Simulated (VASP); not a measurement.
Band structure of RuS (space group Fm-3m). Method: PBE GGA, VASP's PBE PAW potentials (set 64) (plane waves; VASP 6.6.1).

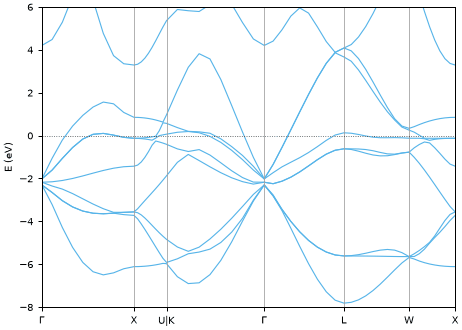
*Bands along high-symmetry lines, zero at the valence-band maximum or, without a gap, the Fermi level*

Problem. Read the plot: is there a gap, and where are the band edges?

Solution. It has no gap at this level: it comes out as a metal or semimetal.

The structure was generated: RuS was put into an ordered model structure, which need not be its known phase. The cell was not relaxed at this level.
